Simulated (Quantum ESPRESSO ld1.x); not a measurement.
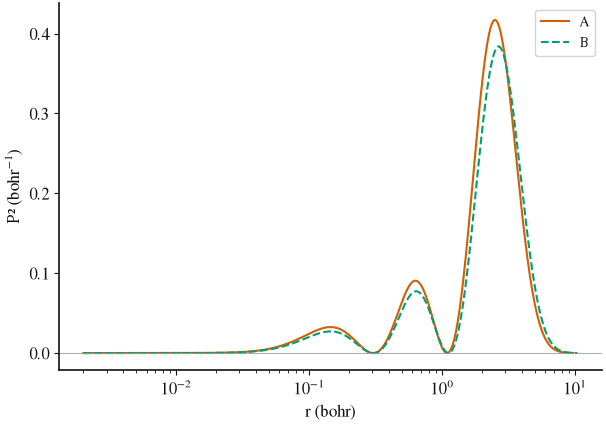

The Mn⁺ ion was computed in two configurations: [Ar] 3d3 4s1 4p2; [Ar] 3d4 4p2. Method: non-relativistic Kohn-Sham, BLYP, spin-unpolarised, spherical densities, point nucleus; computed with Quantum ESPRESSO ld1.x 7.5.

The plot shows P² of the 4p orbital in both runs.

Q: Assign A and B.

Answer: A is [Ar] 3d3 4s1 4p2 (⟨r⟩ = 2.95 bohr, eigenvalue −10.5 eV); B is [Ar] 3d4 4p2 (⟨r⟩ = 3.16 bohr, eigenvalue −9.45 eV). The orbital is smaller where the other electrons screen the nucleus less.
